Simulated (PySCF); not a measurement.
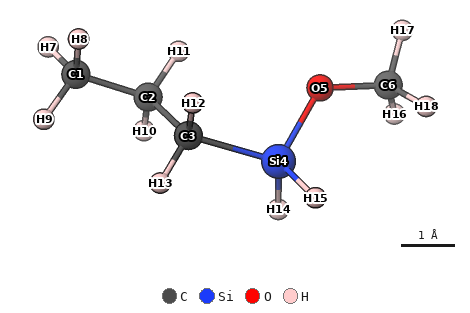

Figure 1. The structure as given in the input (ball-and-stick view, seen at a tilt; atoms are numbered from 1 in the order of the input).

NMR shielding calculation of C$_{4}$H$_{12}$OSi

C$_{4}$H$_{12}$OSi, SMILES CCC[SiH2]OC, computed with GIAO WP04/pcSseg-1 NMR shielding, non-relativistic, gas phase (PySCF 2.14.0).

The geometry comes from this level: PBE0-D3(BJ)/def2-SVP. Figures and captions count atoms from 1; the log counts them from 0 in places.

## Output
```
coarse grid: 14496 points
cycle   1  E = -533.1072123402  dE =  2.526e-01  |g| = 1.100e+00  |ddm| = 3.609e+00
cycle   2  E = -532.5350576411  dE =  5.722e-01  |g| = 1.967e+00  |ddm| = 2.902e+00
cycle   3  E = -533.3347451963  dE = -7.997e-01  |g| = 2.387e-01  |ddm| = 2.381e+00
cycle   4  E = -533.3440253007  dE = -9.280e-03  |g| = 1.117e-01  |ddm| = 2.497e-01
cycle   5  E = -533.3469982612  dE = -2.973e-03  |g| = 1.600e-02  |ddm| = 9.697e-02
cycle   6  E = -533.3470561881  dE = -5.793e-05  |g| = 5.385e-03  |ddm| = 1.912e-02
cycle   7  E = -533.3470630038  dE = -6.816e-06  |g| = 1.089e-03  |ddm| = 4.484e-03
final grid: 132432 points
cycle   8  E = -533.4129091130  dE = -4.304e-05  |g| = 1.011e-02  |ddm| = 2.600e-02
cycle   9  E = -533.4128864928  dE =  2.262e-05  |g| = 1.459e-02  |ddm| = 1.601e-02
cycle  10  E = -533.4129313811  dE = -4.489e-05  |g| = 1.653e-03  |ddm| = 9.833e-03
cycle  11  E = -533.4129319094  dE = -5.283e-07  |g| = 2.542e-04  |ddm| = 1.493e-03
cycle  12  E = -533.4129319211  dE = -1.168e-08  |g| = 8.968e-05  |ddm| = 2.855e-04
cycle  13  E = -533.4129319228  dE = -1.730e-09  |g| = 2.313e-05  |ddm| = 9.540e-05
cycle  14  E = -533.4129319229  dE = -1.219e-10  |g| = 5.402e-06  |ddm| = 1.924e-05
```

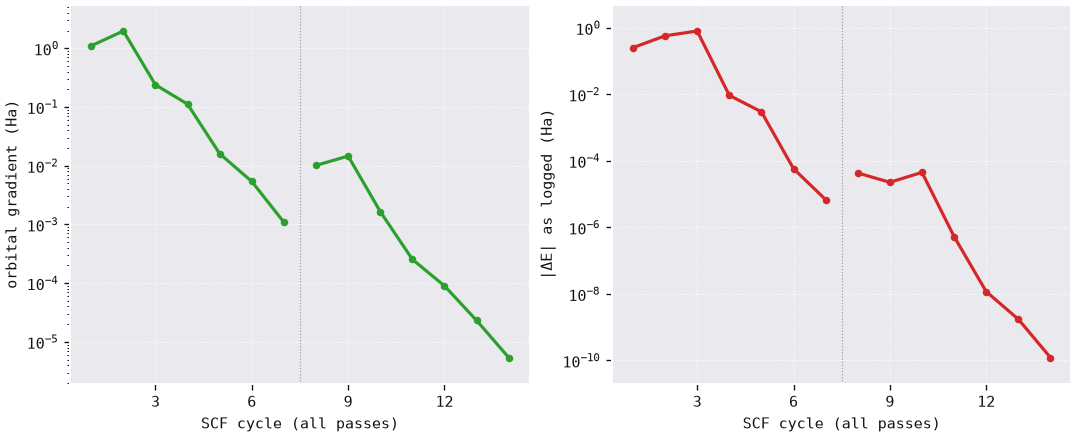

Figure 2. Convergence of the self-consistent field: orbital gradient and size of the energy change against the SCF cycle. The dotted line marks the change from a coarse to the final integration grid. The first 7 cycles use a coarse grid, the final grid takes over at cycle 8, and the field converges after 14 cycles in all.

```
converged SCF energy = -533.4129319229

GIAO shielding tensors (ppm)
atom      isotropic    diamagn.    paramagn.     s11        s22        s33       span
  0 C      151.272     245.258     -93.985    138.408    143.906    171.502     33.094
  1 C      149.708     250.186    -100.478    140.234    150.572    158.318     18.084
  2 C      154.988     256.718    -101.730    142.656    152.452    169.857     27.202
  3 Si     355.929     883.803    -527.874    304.726    348.199    414.861    110.135
  4 O      318.941     406.840     -87.900    292.577    326.262    337.982     45.405
  5 C      116.849     237.718    -120.869     89.668     91.861    169.017     79.349
  6 H       30.368      27.710       2.658     26.191     27.824     37.090     10.899
  7 H       30.667      30.014       0.653     27.061     29.022     35.918      8.857
  8 H       30.692      28.217       2.475     27.159     28.902     36.016      8.858
  9 H       30.443      33.054      -2.611     25.548     30.443     35.337      9.789
 10 H       30.068      35.420      -5.351     24.387     31.155     34.663     10.276
 11 H       30.840      34.845      -4.005     27.222     29.992     35.306      8.084
 12 H       31.404      32.297      -0.893     27.441     30.058     36.713      9.271
 13 H       27.579      31.592      -4.013     24.612     26.234     31.891      7.280
 14 H       27.499      30.562      -3.064     24.294     25.902     32.302      8.008
 15 H       28.221      27.376       0.844     24.442     25.931     34.288      9.846
 16 H       27.999      27.755       0.244     24.002     25.770     34.226     10.224
 17 H       28.189      26.218       1.971     24.433     25.742     34.393      9.960
```

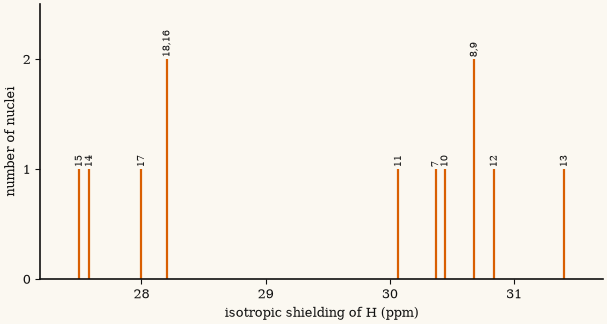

Figure 3. Isotropic shieldings of the hydrogen nuclei in this fixed geometry, labelled by atom number; shielding grows to the right, so chemical shift grows to the left. The least shielded is H15 (27.5 ppm), the most shielded H13 (31.4 ppm).

This output came from the following input.

## Input
```
{"job": {"kind": "nmr", "xc": "WP04", "basis": "pcSseg-1", "pop": false}, "charge": 0, "multiplicity": 1}
C     -2.862075     0.125622    -0.073861
C     -1.398914     0.458765    -0.322329
C     -0.584483    -0.731214    -0.829203
Si     1.228836    -0.361851    -1.084726
O      1.821278     0.137477     0.394185
C      3.133552     0.567029     0.612225
H     -3.421746     1.001996     0.288154
H     -2.964770    -0.671072     0.680520
H     -3.353224    -0.228096    -0.994879
H     -1.327949     1.287393    -1.049030
H     -0.939852     0.837150     0.606504
H     -0.651088    -1.573535    -0.117304
H     -0.995956    -1.108305    -1.783649
H      1.434603     0.724851    -2.100045
H      1.972105    -1.575437    -1.558809
H      3.389371     1.452413    -0.000088
H      3.246555     0.845872     1.671383
H      3.874409    -0.224097     0.390157
```

The first line tells a small driver script what to run in PySCF; the rest is the geometry in Å.

## Summary

```json
{"quantity": "outcome", "value": "converged"}
{"quantity": "total energy", "value": "−533.412932 hartree"}
{"quantity": "HOMO", "value": "−9.02 eV"}
{"quantity": "LUMO", "value": "−0.58 eV"}
{"quantity": "dipole moment", "value": "0.53 D"}
{"quantity": "isotropic shielding, C", "value": "116.8 to 155.0 ppm"}
{"quantity": "isotropic shielding, Si", "value": "355.9 ppm"}
{"quantity": "isotropic shielding, O", "value": "318.9 ppm"}
{"quantity": "isotropic shielding, H", "value": "27.5 to 31.4 ppm"}
{"quantity": "hardware", "value": "1 CPU thread, shared host"}
{"quantity": "wall time", "value": "16 s"}
{"quantity": "peak memory", "value": "0.85 GiB"}
```
